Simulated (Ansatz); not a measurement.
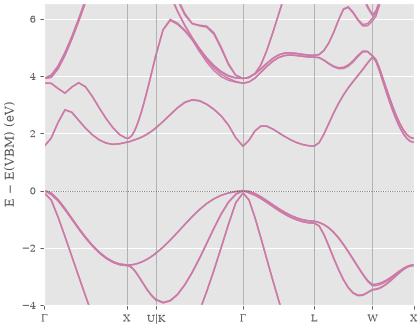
Band structure from DFT-PBE with spin–orbit coupling in the program Ansatz with PAW potentials

### Question
Read off the gap and where the band edges lie.

### Answer
About 1.6 eV (1.55 eV by a search for the band edges); maximum at Γ, minimum at Γ.

The material is GaP (zinc blende, F-43m).

Symmetry was held in the PBE relaxation.

Potentials: the earlier of the program's two PAW sets.
